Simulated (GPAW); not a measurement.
# Work function of 1T-TiO2 monolayer at several levels, part 2 of 2

Wanted: work functions and dipole of 1T-TiO2 monolayer, with the cost of each level. Where a layer proves gapped, the work function hangs on where the smearing puts the Fermi level, and the band edges take its place.

GPAW 26.7.0; GPAW, PAW setups; layer in a repeated cell with vacuum, relaxation of atoms and in-plane cell (the session's first sound run).

So far, upper work function (eV): step 3 (the slab's potential, PBE, GPAW) 7.32; step 4 (self-consistent run: xc = "LDA") 7.66; step 5 (self-consistent run: xc = "vdW-DF2", GPAW, PAW setups, GPAW) 7.88; step 6 (OptPBE vdW: xc = "optPBE-vdW", GPAW, PAW setups, GPAW) 7.62; step 7 (self-consistent run: xc = "revPBE") 7.22.

### Step 8. Self-consistent run: xc = "RPBE"

Level of this step: GPAW, PAW setups; slab in vacuum (GPAW).

The same geometry under RPBE, to see how far the functional moves the levels against the vacuum.

run.py

```python
import json
import numpy as np
from ase import Atoms
from gpaw import GPAW, PW

slab = Atoms(
    ['O', 'Ti', 'O'],
    positions=[
        [1.47888, 0.85383, 7.00000],
        [0.00000, 0.00000, 7.98329],
        [0.00000, 1.70767, 8.96657]],
    cell=[[2.95776, 0.0, 0.0], [-1.47888, 2.5615, 0.0], [0.0, 0.0, 15.9666]],
    pbc=[True, True, False])

slab.calc = GPAW(mode=PW(500), xc='RPBE', kpts={'size': (12, 12, 1), 'gamma': True},
                 occupations={'name': 'fermi-dirac', 'width': 0.05}, nbands='160%',
                 convergence={'density': 1e-05}, maxiter=200,
                 poissonsolver={'dipolelayer': 'xy'},
                 symmetry={'tolerance': 1e-3}, txt='slab.txt')
result = {}
energy = slab.get_potential_energy()
fermi = slab.calc.get_fermi_level()
v = slab.calc.get_electrostatic_potential().mean((0, 1)) - fermi
n = slab.calc.get_pseudo_density().mean((0, 1))
L = slab.cell[2, 2]
z = np.arange(len(v)) * L / len(v)
low, high = slab.positions[:, 2].min(), slab.positions[:, 2].max()
below, above = np.interp([low - 4.8, high + 4.8], z, v)
slopes = [np.interp(x, z, np.gradient(v, z)) for x in (low - 4.8, high + 4.8)]
eps = np.array([[slab.calc.get_eigenvalues(k, s) for k in range(len(slab.calc.get_ibz_k_points()))]
                for s in range(slab.calc.get_number_of_spins())]) - fermi
top, bottom = eps[eps < 0].max(), eps[eps > 0].min()
dipole = slab.get_dipole_moment()[2]
print(f'energy {energy:.4f} eV, Fermi level {fermi:.4f} eV, dipole {dipole:.5f} e A')
print(f'potential 4.8 A off the faces, from the Fermi level: lower {below:.4f} eV, upper {above:.4f} eV')
print(f'slope of the potential there: lower {slopes[0]:.5f}, upper {slopes[1]:.5f} eV/A')
print(f'nearest levels on the mesh: {top:.4f} and {bottom:.4f} eV')
print('magnetic moment', round(slab.get_magnetic_moment(), 3))
result.update(energy=energy, fermi=fermi, dipole=dipole, below=below, above=above, slopes=slopes, edges=[top, bottom],
              z=z.tolist(), v=v.tolist(), n=n.tolist(), positions=slab.positions.tolist(),
              forces=slab.get_forces(apply_constraint=False).tolist(), moments=slab.get_magnetic_moments().tolist())
json.dump(result, open('result.json', 'w'))
```

The run is started by

```sh
$ OMP_NUM_THREADS=1 OPENBLAS_NUM_THREADS=1 python run.py
```

What it wrote:

```text
energy -23.7606 eV, Fermi level -3.7539 eV, dipole -0.00023 e A
potential 4.8 A off the faces, from the Fermi level: lower 7.1798 eV, upper 7.1854 eV
slope of the potential there: lower -0.00186, upper 0.00186 eV/A
nearest levels on the mesh: -1.1044 and 1.7473 eV
magnetic moment 0.0
```

It took 18 s on 1 thread of Arm Neoverse V2, shared host; peak memory 0.18 GiB.

Numbers from this step:

| Item | Value |
| --- | --- |
| levels nearest the Fermi level on the mesh | -1.104, 1.747 eV from the Fermi level |
| upper work function | 7.185 eV |
| lower work function | 7.180 eV |
| upper ionisation energy | 8.290 eV |

The highest filled level lies 1.10 eV under the Fermi level, so the ionisation energy from the upper face is 7.185 + 1.10 = 8.290 eV, against 8.428 eV in the base run.

### Step 9. Real-space grid: mode = "fd"

A real-space grid is a second complete basis, so it checks the plane-wave result.

run.py: that of step 8 with these lines changed.

```diff
@@ -3,3 +3,3 @@
 from ase import Atoms
-from gpaw import GPAW, PW
+from gpaw import GPAW
 
@@ -14,3 +14,3 @@
 
-slab.calc = GPAW(mode=PW(500), xc='RPBE', kpts={'size': (12, 12, 1), 'gamma': True},
+slab.calc = GPAW(mode='fd', h=0.18, xc='PBE', kpts={'size': (12, 12, 1), 'gamma': True},
                  occupations={'name': 'fermi-dirac', 'width': 0.05}, nbands='160%',
```

What it wrote:

```text
energy -26.0085 eV, Fermi level -7.3417 eV, dipole -0.00024 e A
potential 4.8 A off the faces, from the Fermi level: lower 7.3389 eV, upper 7.3445 eV
slope of the potential there: lower -0.00000, upper 0.00000 eV/A
nearest levels on the mesh: -1.0840 and 1.7430 eV
magnetic moment 0.0
```

The job ended after 48 s (1 thread; peak memory 0.36 GiB).

This step gave:

* dipole along the normal: -2.35e-4 e·Å
* levels nearest the Fermi level on the mesh: -1.084, 1.743 eV from the Fermi level
* upper work function: 7.344 eV
* lower work function: 7.339 eV
* upper ionisation energy: 8.428 eV

The highest filled level lies 1.08 eV under the Fermi level, so the ionisation energy from the upper face is 7.344 + 1.08 = 8.428 eV, against 8.428 eV in the base run.

### Step 10. Atomic orbitals: mode = "lcao"

Atom-centred orbitals end a few angstrom from the surface, which tests how much the density's tail matters.

run.py: that of step 9 with these lines changed.

```diff
@@ -14,4 +14,4 @@
 
-slab.calc = GPAW(mode='fd', h=0.18, xc='PBE', kpts={'size': (12, 12, 1), 'gamma': True},
-                 occupations={'name': 'fermi-dirac', 'width': 0.05}, nbands='160%',
+slab.calc = GPAW(mode='lcao', basis='dzp', h=0.18, xc='PBE', kpts={'size': (12, 12, 1), 'gamma': True},
+                 occupations={'name': 'fermi-dirac', 'width': 0.05}, nbands='120%',
                  convergence={'density': 1e-05}, maxiter=200,
```

What it wrote:

```text
energy -24.3172 eV, Fermi level -7.4386 eV, dipole -0.00024 e A
potential 4.8 A off the faces, from the Fermi level: lower 7.4358 eV, upper 7.4414 eV
slope of the potential there: lower -0.00000, upper 0.00000 eV/A
nearest levels on the mesh: -1.0952 and 1.5819 eV
magnetic moment 0.0
```

The job ended after 65 s (1 thread; peak memory 0.23 GiB).

Numbers from this step:

- dipole along the normal: -2.36e-4 e·Å
- levels nearest the Fermi level on the mesh: -1.095, 1.582 eV from the Fermi level
- upper work function: 7.441 eV
- lower work function: 7.436 eV
- upper ionisation energy: 8.537 eV

Electrostatic potential energy of an electron (without an applied field's), less the Fermi level, planar mean against z:

```csv
z (Å),"electrostatic potential energy of an electron (without an applied field's), less the Fermi level, planar mean (eV)"
0,7.44
1,7.44
2,7.44
3,7.44
4,7.43
5,7.42
6,6.73
7,-11.5
8,-19.6
9,-11.0
10,6.82
11,7.42
12,7.44
13,7.44
14,7.44
15,7.44
```

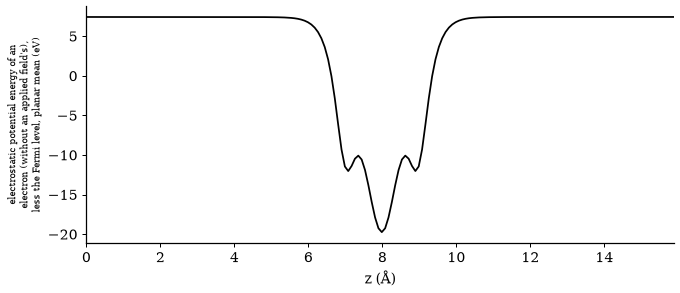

Electrostatic potential energy of an electron (without an applied field's), less the Fermi level, planar mean against z.

The highest filled level lies 1.10 eV under the Fermi level, so the ionisation energy from the upper face is 7.441 + 1.10 = 8.537 eV, against 8.428 eV in the base run.

### Step 11. All levels side by side

Times are for 1 thread of Arm Neoverse V2, shared host. The runs compared:

```csv
no.,run,upper ionisation energy (eV),time,memory (GiB)
1,pw,8.428,18 s,0.18
2,LDA,8.767,16 s,0.18
3,vdW DF2,8.955,27 s,0.3
4,optPBE vdW,8.695,26 s,0.3
5,revPBE,8.296,18 s,0.18
6,RPBE,8.290,18 s,0.18
7,fd,8.428,48 s,0.36
8,lcao,8.537,65 s,0.23
```

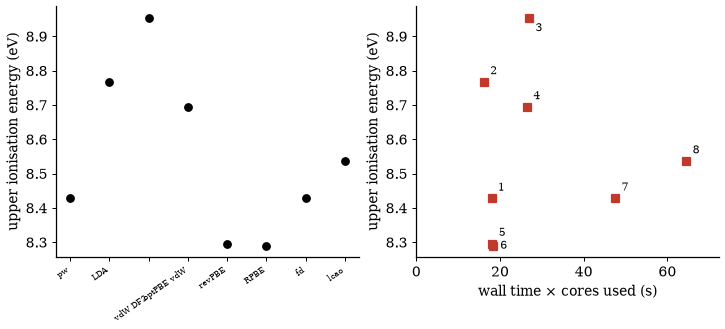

The series as plots; the last panel sets the first result against cost, with the runs numbered as in the table.

### Step 12. Side by side

Results and costs are gathered.

This step: comparison of work functions, dipole and cost (GPAW 26.7.0).

Ladder, by row:

```csv
step,code,"work function, upper (eV)","work function, lower (eV)",dipole (e Å),wall time (s),peak memory (GiB),threads
pw,GPAW,7.317,7.311,-2.32e-4,17.99,0.18,1
LDA,GPAW,7.658,7.652,-2.32e-4,16.16,0.18,1
vdW-DF2,GPAW,7.876,7.871,-2.31e-4,26.96,0.3,1
optPBE-vdW,GPAW,7.617,7.612,-2.32e-4,26.45,0.3,1
revPBE,GPAW,7.218,7.213,-2.32e-4,18.18,0.18,1
RPBE,GPAW,7.185,7.18,-2.32e-4,18.25,0.18,1
fd,GPAW,7.344,7.339,-2.35e-4,47.55,0.36,1
lcao,GPAW,7.441,7.436,-2.36e-4,64.54,0.23,1
```

### Step 13. A changed run

One more run, with changed settings.

This step: GPAW, PAW setups; slab in vacuum (GPAW 26.7.0).

run.py: that of step 10 with these lines changed.

```diff
@@ -3,3 +3,4 @@
 from ase import Atoms
-from gpaw import GPAW
+from gpaw import GPAW, PW
+from gpaw.external import ConstantElectricField
 
@@ -14,6 +15,7 @@
 
-slab.calc = GPAW(mode='lcao', basis='dzp', h=0.18, xc='PBE', kpts={'size': (12, 12, 1), 'gamma': True},
-                 occupations={'name': 'fermi-dirac', 'width': 0.05}, nbands='120%',
-                 convergence={'density': 1e-05}, maxiter=200,
+slab.calc = GPAW(mode=PW(500), xc='PBE', kpts={'size': (12, 12, 1), 'gamma': True},
+                 occupations={'name': 'fermi-dirac', 'width': 0.05}, nbands='160%',
+                 convergence={'density': 1e-05}, maxiter=100,
                  poissonsolver={'dipolelayer': 'xy'},
+                 external=ConstantElectricField(1.5, [0, 0, 1]),
                  symmetry={'tolerance': 1e-3}, txt='slab.txt')
```

What it wrote:

```text
energy -25.0288 eV, Fermi level -3.6280 eV, dipole 0.19233 e A
potential 4.8 A off the faces, from the Fermi level: lower 9.3730 eV, upper 4.7797 eV
slope of the potential there: lower -0.00214, upper 0.00187 eV/A
nearest levels on the mesh: -1.4127 and 1.0356 eV
magnetic moment 0.0
```

Elapsed: 75 s, on 1 thread; peak memory 0.3 GiB.

The run finished. A setting was moved off its sound value on purpose, so it serves as a test and not as the result.

The fault put into the input: a field far too strong (field = 1.5).

Side by side:

```csv
quantity,this run,sound run,difference
dipole along the normal (e·Å),0.19233,-2.319e-4,0.193
```

The two runs differ clearly in the dipole along the normal: 0.192 e·Å against -2.3e-4 e·Å.

### Step 14. Outcome

| Quantity | Value |
| --- | --- |
| work function, upper and lower face (Fermi level placed in the gap by the smearing) | 7.317 and 7.311 eV |
| ionisation energy from the upper face (highest filled level on the mesh) | 8.43 eV |
| electron affinity from the upper face (lowest empty Kohn-Sham level on the mesh) | 5.60 eV |
| dipole along the normal | -2.3e-4 e Å |

In words: With plane waves and PBE the ionisation energy from the upper face is 8.43 eV and the Kohn-Sham electron affinity 5.60 eV. The levels nearest the Fermi level on the mesh lie 2.83 eV apart, so the slab is gapped there: the smearing puts the Fermi level inside the gap, and from either face the ionisation energy is the work function plus 1.1 eV. Both are Kohn-Sham levels on the mesh, and semilocal gaps are too small, so the affinity tends to come out too large and the ionisation energy too small. Work functions of a gapped slab move with the place of the Fermi level in the gap; over the runs without a planted fault the highest filled level on the mesh lies 8.29 (RPBE) to 8.95 eV (vdW-DF2) under the upper vacuum level. The small printed dipole stands for a step of 5.5 meV from the lower to the upper face, and the probes find 5.6 meV; values this small are near the numerical noise of both. The layer's cell and atoms come from the relaxation; spin-orbit coupling and temperature are left out.

[Logs are printed without paths, hosts, clocks, repeated set-up lines and the standing remarks that a program may print on its own settings, such as how far it seeks lower states.]

[Hosts, paths, dates, database ids (printed as entryN), source tags and the programs' standing remarks are cut or masked in the printed files.]
